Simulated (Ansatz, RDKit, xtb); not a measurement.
# Solving InSiAsH5, step by step, part 2 of 2

Task: start from the formula InSiAsH5 (odd number of electrons), draw up candidate structures, narrow them down in stages, and characterise the one that lies lowest at 298.15 K.

xtb, Ansatz and PySCF; isolated molecules.

### Step 9. Last filter: a higher level

Each finalist gets a single point at CCSD(T)/def2-SVP + MP2/def2-TZVPP - MP2/def2-SVP.

c124a, CCSD(T)/def2-SVP:

The input, input.yaml:

```yaml
crystal:
  periodic: [false, false, false]
  atoms:
    - {symbol: As, position_ang: [-0.382195, 0.600632, 4.249785]}
    - {symbol: In, position_ang: [-0.554332, -0.895378, 1.992833]}
    - {symbol: Si, position_ang: [-1.871041, 0.221571, -0.079494]}
    - {symbol: H, position_ang: [-3.321333, -0.196449, -0.007228]}
    - {symbol: H, position_ang: [-1.325298, -0.271756, -1.396429]}
    - {symbol: H, position_ang: [-1.827889, 1.732048, -0.098120]}
    - {symbol: H, position_ang: [0.567462, 1.522628, 3.450186]}
    - {symbol: H, position_ang: [0.804159, -0.228012, 4.779779]}
basis:
  gaussian: {orbitals: def2-SVP}
correlation: {method: ccsd_t, frozen_orbitals: {In: 4, H: 0, As: 9, Si: 5}}
magnetization: {spin_polarized: true, initial_magnetization: 1}
scf: {omitted_lower_state_checks: [cluster_reference]}
```

Launch:

```
ansatz run input.yaml --threads 2 --pin off --max-ram 4350MiB --events-out events.jsonl --progress --plain --runs-dir runs
```

Standard output (excerpt; [...] marks lines left out):

```text
Warning: RAYON_NUM_THREADS=2 ignored (pool sized by the plan → 2); use --threads N
Functional definition: HF
  name "HF"
[...]
1081 factors; integrals over basis functions are off by at most 1.1e-3 eV
[...]
mean field -73875.44648487 eV, -2714.8725837428 hartree, gradient 9.9e-6 eV, S^2 0.768788; 0 other end points of the search recorded, 0 dependent functions left out
18 core orbitals not correlated: weight in the atoms' cores, before any rotation towards them, 1.000 or more for the frozen orbitals, at most 0.000 for the correlated occupied ones
reference -73875.44648487 eV, -2714.8725837428 hartree; 19, 18 occupied and 64, 65 virtual orbitals, 1081 factors
second order -11.16356884 eV of doubles, -0.00000000 eV of singles
cycle   1  -11.85113866 eV  change   -6.9e-1 eV  update   9.8e-2
[...]
cycle  11  -12.40492360 eV  change   -4.0e-6 eV  update   4.6e-5
perturbative correction -0.38391953 eV, -0.0141087826 hartree
Total energy: -73888.23532801 eV, -2715.3425650595 hartree
Checks for a lower state left out: cluster_reference
```

Run time: 38 s. Hardware: 2 threads of Arm Neoverse V2, shared host; peak memory 0.85 GiB.

### Step 10. c124a at MP2/def2-TZVPP

The input, input.yaml:

```yaml
crystal:
  periodic: [false, false, false]
  atoms:
    - symbol: As
      position_ang: [-0.382195, 0.600632, 4.249785]
    - symbol: In
      position_ang: [-0.554332, -0.895378, 1.992833]
    - symbol: Si
      position_ang: [-1.871041, 0.221571, -0.079494]
    - symbol: H
      position_ang: [-3.321333, -0.196449, -0.007228]
    - symbol: H
      position_ang: [-1.325298, -0.271756, -1.396429]
    - symbol: H
      position_ang: [-1.827889, 1.732048, -0.098120]
    - symbol: H
      position_ang: [0.567462, 1.522628, 3.450186]
    - symbol: H
      position_ang: [0.804159, -0.228012, 4.779779]
basis:
  gaussian: {orbitals: def2-TZVPP}
magnetization: {spin_polarized: true, initial_magnetization: 1}
correlation: {method: mp2, frozen_orbitals: {In: 4, H: 0, As: 9, Si: 5}}
```

Launch:

```
ansatz run input.yaml --threads 2 --pin off --max-ram 4350MiB --events-out events.jsonl --progress --plain --runs-dir runs
```

Standard output:

```text
Warning: RAYON_NUM_THREADS=2 ignored (pool sized by the plan → 2); use --threads N
[... 2 set-up lines as earlier in the session ...]
  exchange = exact_x
  correlation = 0
1419 factors; integrals over basis functions are off by at most 1.2e-3 eV
mean field evaluation 1: about -73884.2182 eV, gradient 1.0e1 eV
mean field evaluation 2: about -73884.2217 eV, gradient 1.0e1 eV
mean field evaluation 4: about -73885.8798 eV, gradient 2.4e0 eV
mean field evaluation 8: about -73885.9793 eV, gradient 1.8e-1 eV
mean field -73885.98088475 eV, -2715.2597157981 hartree, gradient 2.7e-6 eV, S^2 0.772556; 0 other end points of the search recorded, 0 dependent functions left out
18 core orbitals not correlated: weight in the atoms' cores, before any rotation towards them, 1.000 or more for the frozen orbitals, at most 0.000 for the correlated occupied ones
reference -73885.98088475 eV, -2715.2597157981 hartree; 19, 18 occupied and 173, 174 virtual orbitals, 1419 factors
second order -18.16424474 eV of doubles, -0.00000000 eV of singles
Total energy: -73904.14512950 eV, -2715.9272394802 hartree
```

Wall time 11 s (2 threads of Arm Neoverse V2, shared host); peak memory 0.66 GiB.

### Step 11. c236a at CCSD(T)/def2-SVP

The input, input.yaml:

```yaml
basis:
  gaussian:
    orbitals: def2-SVP
crystal:
  periodic: [false, false, false]
  atoms:
    - {symbol: As, position_ang: [0.232144, 0.354816, 0.875217]}
    - {symbol: In, position_ang: [0.268168, -0.184950, 3.533093]}
    - {symbol: Si, position_ang: [-2.123256, 0.033628, 0.707204]}
    - {symbol: H, position_ang: [-2.923991, 0.640653, 1.830322]}
    - {symbol: H, position_ang: [-2.376469, -1.449754, 0.692852]}
    - {symbol: H, position_ang: [-2.623236, 0.618642, -0.587643]}
    - {symbol: H, position_ang: [0.077807, 1.851403, 1.234247]}
    - {symbol: H, position_ang: [1.529008, 0.674256, 4.506645]}
total_charge: 0
magnetization:
  spin_polarized: true
  initial_magnetization: 1
correlation:
  method: ccsd_t
  frozen_orbitals: {In: 4, H: 0, As: 9, Si: 5}
scf:
  omitted_lower_state_checks: [cluster_reference]
```

Launch:

```
ansatz run input.yaml --threads 2 --pin off --max-ram 4350MiB --events-out events.jsonl --progress --plain --runs-dir runs
```

Standard output (excerpt; [...] marks lines left out):

```text
Warning: RAYON_NUM_THREADS=2 ignored (pool sized by the plan → 2); use --threads N
[... 2 set-up lines as earlier in the session ...]
[...]
1078 factors; integrals over basis functions are off by at most 1.1e-3 eV
[...]
mean field -73875.41259613 eV, -2714.8713383545 hartree, gradient 2.7e-6 eV, S^2 0.768967; 0 other end points of the search recorded, 0 dependent functions left out
18 core orbitals not correlated: weight in the atoms' cores, before any rotation towards them, 1.000 or more for the frozen orbitals, at most 0.000 for the correlated occupied ones
reference -73875.41259613 eV, -2714.8713383545 hartree; 19, 18 occupied and 64, 65 virtual orbitals, 1078 factors
second order -11.20065123 eV of doubles, -0.00000000 eV of singles
cycle   1  -11.81486506 eV  change   -6.1e-1 eV  update   9.6e-2
[...]
cycle  11  -12.36419749 eV  change   -9.0e-6 eV  update   3.3e-5
perturbative correction -0.39057843 eV, -0.0143534925 hartree
Total energy: -73888.16737204 eV, -2715.3400677239 hartree
Checks for a lower state left out: cluster_reference
```

It took 38 s on 2 threads of Arm Neoverse V2, shared host; peak memory 0.85 GiB.

### Step 12. Putting it together

Energies in kcal/mol from c124a; G adds the thermal terms to the CCSD(T)/def2-SVP + MP2/def2-TZVPP - MP2/def2-SVP energy. The columns left of the relaxed level are at the tight-binding geometries.

| label | SMILES | spin | GFN2-xTB | HF/STO-3G | r2SCAN-D4/def2-SVP | PBE-D3(BJ)/def2-SVP | HF/def2-SVP | MP2/def2-SVP | CCSD(T)/def2-SVP + MP2/def2-TZVPP - MP2/def2-SVP | G | share at equilibrium | T1 |
| --- | --- | --- | --- | --- | --- | --- | --- | --- | --- | --- | --- | --- |
| c124a | [SiH3][In][AsH2] | doublet | 0.0 | 0.0 | 0.0 | 0.0 | 0.0 | 0.0 | 0.0 | 0.0 | 85.5 % | 0.013 |
| c236a | [SiH3][As@H][InH] | doublet | -9.7 | 23.5 | 7.5 | 2.1 | 0.8 | -0.1 | 0.6 | 1.2 | 10.9 % | 0.012 |
| c649a | [SiH3][As@H2][In] | doublet | 10.1 | 53.0 | 4.3 | 2.4 | 7.7 | 5.5 | -0.6 | 1.9 | 3.6 % | 0.012 |

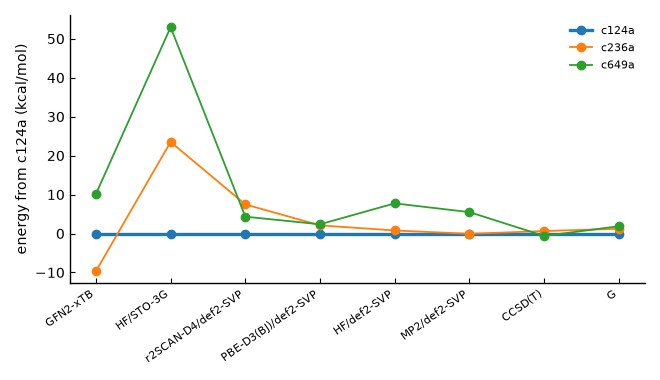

The finalists at each level, measured from c124a.

Lowest found: c124a, `[SiH3][In][AsH2]`, a doublet of point group C1. Bond lengths: As1–In2 2.713 Å, In2–Si3 2.697 Å, Si3–H4 1.511 Å, Si3–H5 1.508 Å, Si3–H6 1.511 Å, As1–H7 1.546 Å, As1–H8 1.541 Å. Angles: As1–In2–Si3 116.2°, In2–As1–H7 86.4°, In2–As1–H8 92.2°, In2–Si3–H4 108.5°, In2–Si3–H5 111.0°, In2–Si3–H6 114.2°, H7–As1–H8 91.5°, H4–Si3–H5 107.4°, H4–Si3–H6 107.7°, H5–Si3–H6 107.8°.

```xyz
8

As   -0.3822    0.6006    4.2498
In   -0.5543   -0.8954    1.9928
Si   -1.8710    0.2216   -0.0795
H    -3.3213   -0.1964   -0.0072
H    -1.3253   -0.2718   -1.3964
H    -1.8279    1.7320   -0.0981
H     0.5675    1.5226    3.4502
H     0.8042   -0.2280    4.7798
```

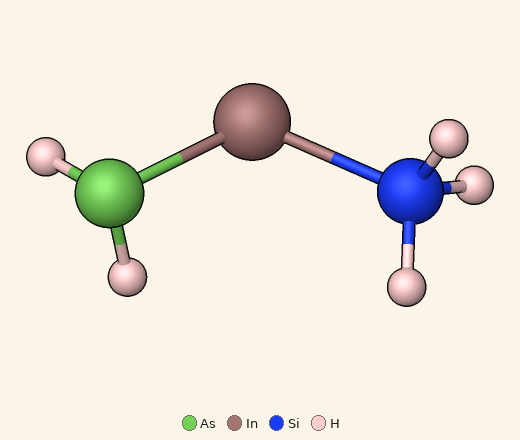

The lowest structure found, seen from a chosen angle (arsenic green, indium brown, silicon blue, hydrogen pink).

### Step 13. Density, orbitals and dipole (PBE0/def2-TZVPD)

The input, input.yaml:

```yaml
crystal:
  periodic: [false, false, false]
  atoms:
    - symbol: As
      position_ang: [-0.382195, 0.600632, 4.249785]
    - symbol: In
      position_ang: [-0.554332, -0.895378, 1.992833]
    - symbol: Si
      position_ang: [-1.871041, 0.221571, -0.079494]
    - symbol: H
      position_ang: [-3.321333, -0.196449, -0.007228]
    - symbol: H
      position_ang: [-1.325298, -0.271756, -1.396429]
    - symbol: H
      position_ang: [-1.827889, 1.732048, -0.098120]
    - symbol: H
      position_ang: [0.567462, 1.522628, 3.450186]
    - symbol: H
      position_ang: [0.804159, -0.228012, 4.779779]
basis:
  gaussian: {orbitals: def2-TZVPD}
magnetization: {spin_polarized: true, initial_magnetization: 1}
hamiltonian: {xc: pbe0}
output: {forces: true, orbitals: {seedname: orbitals}}
```

Launch:

```
ansatz run input.yaml --threads 2 --pin off --max-ram 4350MiB --events-out events.jsonl --progress --plain --runs-dir runs
```

Standard output (excerpt; [...] marks lines left out):

```text
Warning: RAYON_NUM_THREADS=2 ignored (pool sized by the plan → 2); use --threads N
Functional definition: PBE0
  name "PBE0"
[...]
1501 factors; their error is unknown
[...]
mean field -73963.47887748 eV, -2718.1077145007 hartree, gradient 3.9e-5 eV, S^2 0.755910; 0 other end points of the search recorded, 0 dependent functions left out
[...]
reference -73963.47892345 eV, -2718.1077161902 hartree; 37, 36 occupied and 161, 162 virtual orbitals, 1501 factors
Total energy: -73963.47892345 eV, -2718.1077161902 hartree
Atom 0 at    -0.382195     0.600632     4.249785 Å, force     0.436912    -0.157921    -0.289669 eV/Å
Atom 1 at    -0.554332    -0.895378     1.992833 Å, force    -0.109861     0.265339     0.063970 eV/Å
Atom 2 at    -1.871041     0.221571    -0.079494 Å, force    -0.087755     0.027298    -0.124750 eV/Å
Atom 3 at    -3.321333    -0.196449    -0.007228 Å, force     0.303217     0.084754    -0.009981 eV/Å
Atom 4 at    -1.325298    -0.271756    -1.396429 Å, force    -0.106845     0.102782     0.279463 eV/Å
Atom 5 at    -1.827889     1.732048    -0.098120 Å, force     0.000355    -0.323150     0.012975 eV/Å
Atom 6 at     0.567462     1.522628     3.450186 Å, force    -0.193138    -0.155684     0.160082 eV/Å
Atom 7 at     0.804159    -0.228012     4.779779 Å, force    -0.242884     0.156582    -0.092092 eV/Å
Dipole moment:     0.106963    -0.197323    -0.048326 e Å
```

Wall time 18 s (2 threads of Arm Neoverse V2, shared host); peak memory 0.84 GiB.

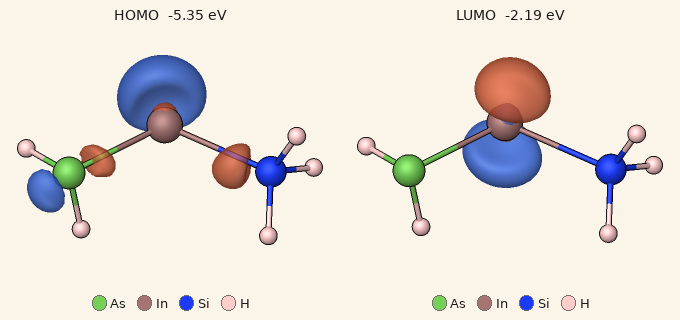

Frontier orbitals of this run (spin up), surfaces at ±0.2 Å^-3/2.

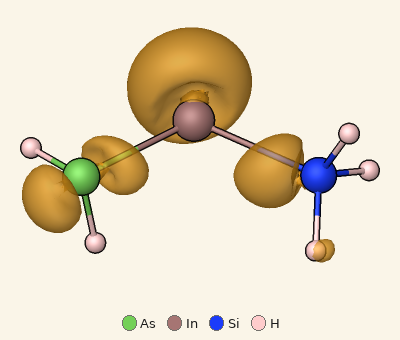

Spin density, surfaces at ±0.03 e/Å³.

### Step 14. Frequencies after a tight-binding relaxation (GFN2-xTB)

The input, start.xyz:

```xyz
8
c124a
As    -0.382195     0.600632     4.249785
In    -0.554332    -0.895378     1.992833
Si    -1.871041     0.221571    -0.079494
H     -3.321333    -0.196449    -0.007228
H     -1.325298    -0.271756    -1.396429
H     -1.827889     1.732048    -0.098120
H      0.567462     1.522628     3.450186
H      0.804159    -0.228012     4.779779
```

Launch:

```
xtb start.xyz --gfn 2 --ohess tight --uhf 1
```

Standard output (excerpt; [...] marks lines left out):

```text
* xtb version 6.7.1
[...]
          :  # basis functions                  35          :
[...]
          :  # electrons                        17          :
[...]
          :  Hamiltonian                  GFN2-xTB          :
[...]
          :  net charge                          0          :
          :  unpaired electrons                  1          :
[...]
   *** convergence criteria satisfied after 14 iterations ***
[...]
   *** GEOMETRY OPTIMIZATION CONVERGED AFTER 68 ITERATIONS ***
[...]
   *** convergence criteria satisfied after 3 iterations ***
[...]
         ::                     SUMMARY                     ::
         :::::::::::::::::::::::::::::::::::::::::::::::::::::
         :: total energy              -7.829835538961 Eh    ::
         :: gradient norm              0.000354954090 Eh/a0 ::
         :: HOMO-LUMO gap              2.545338766443 eV    ::
         ::.................................................::
         :: SCC energy                -7.863703695056 Eh    ::
         :: -> isotropic ES            0.006444111401 Eh    ::
         :: -> anisotropic ES          0.001716518008 Eh    ::
         :: -> anisotropic XC          0.003070596738 Eh    ::
         :: -> dispersion             -0.005404480604 Eh    ::
         :: repulsion energy           0.033868156095 Eh    ::
         :: add. restraining           0.000000000000 Eh    ::
         :: total charge              -0.000000000000 e     ::
         :::::::::::::::::::::::::::::::::::::::::::::::::::::
[...]
         9        1.0000           -0.2876803              -7.8282 (HOMO)
        10                         -0.1941408              -5.2828 (LUMO)
[...]
     #   Z          covCN         q      C6AA      α(0)
     1  33          2.774     0.021   213.870    26.809
     2  49          1.581     0.141   382.742    44.211
     3  14          3.485     0.334   105.566    19.919
     4   1          0.914    -0.113     6.050     3.847
     5   1          0.912    -0.125     6.530     3.997
     6   1          0.913    -0.127     6.610     4.021
     7   1          0.969    -0.065     4.474     3.306
     8   1          0.969    -0.066     4.493     3.313
[...]
          | TOTAL ENERGY               -7.829835538962 Eh   |
          | TOTAL ENTHALPY             -7.786748791928 Eh   |
          | TOTAL FREE ENERGY          -7.833722779798 Eh   |
          | GRADIENT NORM               0.000354958038 Eh/α |
[...]
```

It took 0.28 s on 2 threads of Arm Neoverse V2, shared host.

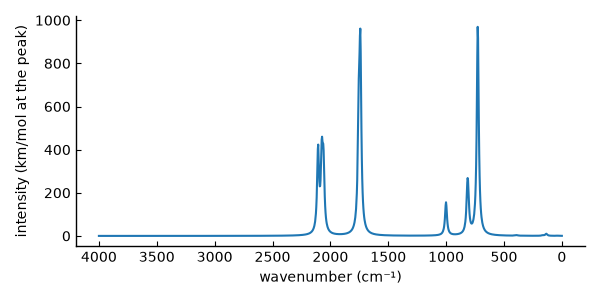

Harmonic infrared spectrum, unscaled, lines broadened by 10 cm⁻¹.

### Step 15. The cation at the same geometry (PBE0/def2-TZVPD)

The input, input.yaml:

```yaml
crystal:
  periodic: [false, false, false]
  atoms:
    - {symbol: As, position_ang: [-0.382195, 0.600632, 4.249785]}
    - {symbol: In, position_ang: [-0.554332, -0.895378, 1.992833]}
    - {symbol: Si, position_ang: [-1.871041, 0.221571, -0.079494]}
    - {symbol: H, position_ang: [-3.321333, -0.196449, -0.007228]}
    - {symbol: H, position_ang: [-1.325298, -0.271756, -1.396429]}
    - {symbol: H, position_ang: [-1.827889, 1.732048, -0.098120]}
    - {symbol: H, position_ang: [0.567462, 1.522628, 3.450186]}
    - {symbol: H, position_ang: [0.804159, -0.228012, 4.779779]}
basis:
  gaussian: {orbitals: def2-TZVPD}
total_charge: 1
hamiltonian: {xc: {name: PBE0}}
```

Launch:

```
ansatz run input.yaml --threads 2 --pin off --max-ram 4350MiB --events-out events.jsonl --progress --plain --runs-dir runs
```

Standard output:

```text
Warning: RAYON_NUM_THREADS=2 ignored (pool sized by the plan → 2); use --threads N
[... 2 set-up lines as earlier in the session ...]
  parameter a = 0.25
  parameter kappa = 0.804
  parameter beta = 0.06672455060314922
  exchange = (1 - a)*pbe_x(kappa = kappa, mu = beta*pi^2/3) + a*exact_x
  correlation = pbe_c(beta = beta)
1501 factors; their error is unknown
mean field evaluation 1: about -73953.1241 eV, gradient 2.9e1 eV
mean field evaluation 2: about -73951.3499 eV, gradient 4.0e1 eV
mean field evaluation 4: about -73956.1329 eV, gradient 3.7e0 eV
mean field evaluation 8: about -73956.1774 eV, gradient 3.3e-2 eV
mean field evaluation 16: about -73956.4611 eV, gradient 1.0e-4 eV
mean field -73956.46105372 eV, -2717.8498142344 hartree, gradient 3.5e-5 eV, S^2 0.000000; 0 other end points of the search recorded, 0 dependent functions left out
reference -73956.46109307 eV, -2717.8498156804 hartree; 36, 36 occupied and 162, 162 virtual orbitals, 1501 factors
Total energy: -73956.46109307 eV, -2717.8498156804 hartree
```

It took 5.7 s on 2 threads of Arm Neoverse V2, shared host.

Difference from the parent: 7.02 eV. Only this spin of the product was run; a higher spin can lie lower.

### Step 16. The anion at the same geometry (PBE0/def2-TZVPD)

input.yaml, as its differences from that of step 15:

```diff
@@ -12,4 +12,8 @@
 basis:
-  gaussian: {orbitals: def2-TZVPD}
-total_charge: 1
-hamiltonian: {xc: {name: PBE0}}
+  gaussian:
+    orbitals: def2-TZVPD
+total_charge: -1
+hamiltonian:
+  xc: pbe0
+scf:
+  lower_state_search: off
```

Launch:

```
ansatz run input.yaml --threads 2 --pin off --max-ram 4350MiB --events-out events.jsonl --progress --plain --runs-dir runs
```

Standard output (excerpt; [...] marks lines left out):

```text
Warning: RAYON_NUM_THREADS=2 ignored (pool sized by the plan → 2); use --threads N
[... 2 set-up lines as earlier in the session ...]
[...]
1501 factors; their error is unknown
[...]
mean field -73965.04832705 eV, -2718.1653907087 hartree, gradient 2.8e-6 eV, S^2 0.000000; 0 other end points of the search recorded, 0 dependent functions left out
reference -73965.04837933 eV, -2718.1653926298 hartree; 37, 37 occupied and 161, 161 virtual orbitals, 1501 factors
Total energy: -73965.04837933 eV, -2718.1653926298 hartree
Checks for a lower state left out: stability, starts, cluster_reference, orbital_swaps, neighbouring_geometries, increment
```

Run time: 4.2 s. Hardware: 2 threads of Arm Neoverse V2, shared host.

Parent less the species with the added electron: 1.57 eV.

### Step 17. The quartet at the same geometry (PBE0/def2-TZVPD)

input.yaml, as its differences from that of step 16:

```diff
@@ -14,6 +14,6 @@
     orbitals: def2-TZVPD
-total_charge: -1
 hamiltonian:
-  xc: pbe0
-scf:
-  lower_state_search: off
+  xc: {name: PBE0}
+magnetization:
+  spin_polarized: true
+  initial_magnetization: 3
```

Launch:

```
ansatz run input.yaml --threads 2 --pin off --max-ram 4350MiB --events-out events.jsonl --progress --plain --runs-dir runs
```

Standard output (excerpt; [...] marks lines left out):

```text
Warning: RAYON_NUM_THREADS=2 ignored (pool sized by the plan → 2); use --threads N
[... 7 set-up lines as earlier in the session ...]
1501 factors; their error is unknown
mean field evaluation 1: about -73959.2397 eV, gradient 1.3e1 eV
mean field evaluation 2: about -73959.3354 eV, gradient 1.4e1 eV
mean field evaluation 4: about -73960.4246 eV, gradient 1.0e0 eV
mean field evaluation 8: about -73960.4306 eV, gradient 4.5e-2 eV
mean field evaluation 16: about -73960.7174 eV, gradient 5.7e-4 eV
mean field -73960.71735617 eV, -2718.0062304644 hartree, gradient 1.9e-5 eV, S^2 3.761277; 0 other end points of the search recorded, 0 dependent functions left out
reference -73960.71740604 eV, -2718.0062322973 hartree; 38, 35 occupied and 160, 163 virtual orbitals, 1501 factors
Total energy: -73960.71740604 eV, -2718.0062322973 hartree
```

Wall time 14 s (2 threads of Arm Neoverse V2, shared host); peak memory 0.83 GiB.

It lies 2.76 eV above the doublet.

### Step 18. Outcome

This closing draws on all 2 parts.

```
                                                      quantity                                                                     value
                                        lowest structure found                                             [SiH3][In][AsH2], doublet, C1
                                                 next finalist                      [SiH3][As@H][InH], doublet, 1.2 kcal/mol higher in G
                     share at equilibrium, among the finalists                                                                    85.5 %
                                                        funnel  74 starts, 42 minima at GFN2-xTB, 17 screening runs, 6 relaxed, 3 ranked
                                          CPU time of all runs                                                                    87 min
harmonic wavenumbers, lowest and highest (PBE-D3(BJ)/def2-SVP)                                                          23 and 2149 cm⁻¹
                           rotational constants, same geometry                                             0.1525, 0.03059, 0.02589 cm⁻¹
                               dipole moment (PBE0/def2-TZVPD)                                                                    1.10 D
          HOMO energy (highest over α and β) (PBE0/def2-TZVPD)                                                                  -5.35 eV
           LUMO energy (lowest over α and β) (PBE0/def2-TZVPD)                                                                  -3.04 eV
            vertical ionisation energy (to the singlet cation)                                                                   7.02 eV
                                    vertical electron affinity                                                                   1.57 eV
                                 vertical quartet less doublet                                                                  +2.76 eV
```

What this shows: The search ends on `[SiH3][In][AsH2]`. Its margin of 1.2 kcal/mol is inside the likely error of CCSD(T)/def2-SVP + MP2/def2-TZVPP - MP2/def2-SVP with harmonic terms (about 1.5 kcal/mol), so the order of the first two is not settled. The thermal terms turn the order: in electronic energy alone `[SiH3][As@H2][In]` is lowest. With modes this soft, harmonic terms can't settle so small a difference. r2SCAN-D4/def2-SVP, PBE-D3(BJ)/def2-SVP and HF/def2-SVP already put its bonding pattern lowest among the structures in one piece; GFN2-xTB and MP2/def2-SVP favour the doublet [SiH3][As@H][InH]; HF/STO-3G favours the doublet [SiH3][As][InH2] (c851b, not a finalist). The largest share of the time went into recheck (27 %). Spin-orbit coupling, which matters for elements this heavy, is left out. 18 minima inside the window were never screened. A loose complex, [H][H].[SiH3][As][In], lay +3.3 kcal/mol from the best structure in one piece at the screening level; it was neither relaxed nor ranked, and may be the true minimum. Lowest found is not proven lowest: the search is finite, and each finalist counts with one conformer. Patterns outside the rules of the enumeration were met only by chance.
